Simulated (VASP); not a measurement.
Band structure of CsBr (space group Pm-3m). Calculation: PBE GGA, VASP's PBE PAW potentials (set 64) (plane waves; VASP).

Unless said otherwise, spin-orbit coupling is left out, though it shifts the bands of the heavy elements here.

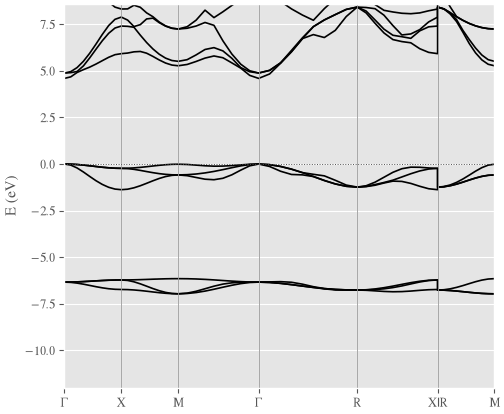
Bands along high-symmetry lines, zero at the valence-band maximum or, without a gap, the Fermi level

### Question
Read the plot: is there a gap, and where are the band edges?

### Answer
The gap is direct, 4.60 eV, from the valence maximum at Γ to the conduction minimum at Γ.

The structure is a typed CsBr crystal (Pm-3m). The cell was not relaxed at this level.
